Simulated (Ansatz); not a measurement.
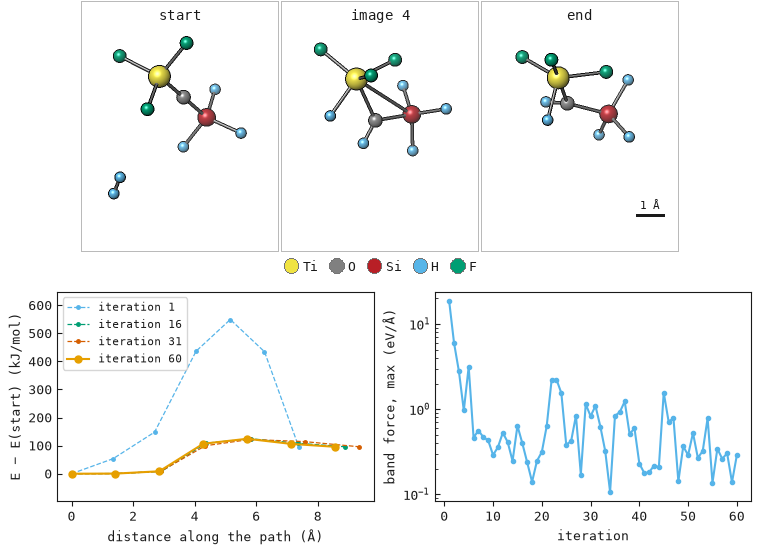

A search for the minimum-energy path of TiSiH$_{5}$OF$_{3}$, made up at the start of TiSiH3OF3 and H2 by the nudged elastic band. Images are numbered from 0 (start) to 6 (end). The plot follows the band through its iterations. A ball-and-stick model, seen from a free direction.

Computed with Ansatz, RHF/def2-SVP. Run with 5 movable images; climbing image; force threshold 0.05 eV/Å; iteration limit 60; starting path through a guess of the saddle point.

Judge this run.

Answer. The result isn't final. The band hadn't converged when the run stopped after 60 iterations. The largest component of the band force went from 18 to 0.29 eV/Å. The barrier read from it is provisional, though the highest image hardly moved in the last two iterations. The first iteration put the highest image at 549.3 kJ/mol. The highest point, image 4, lies 124.4 kJ/mol above the start and 28.5 kJ/mol above the end; the end is at +95.9 kJ/mol relative to the start.

Limits of the set-up: the start holds two separate molecules, 2.7 Å apart at their closest, whose relative position is a soft coordinate and is computed without a dispersion correction; Hartree-Fock leaves out electron correlation.

Cost: 4.1 min on 4 threads of AMD EPYC 9B45 (Zen 5) (shared host), peak memory 0.38 GiB.
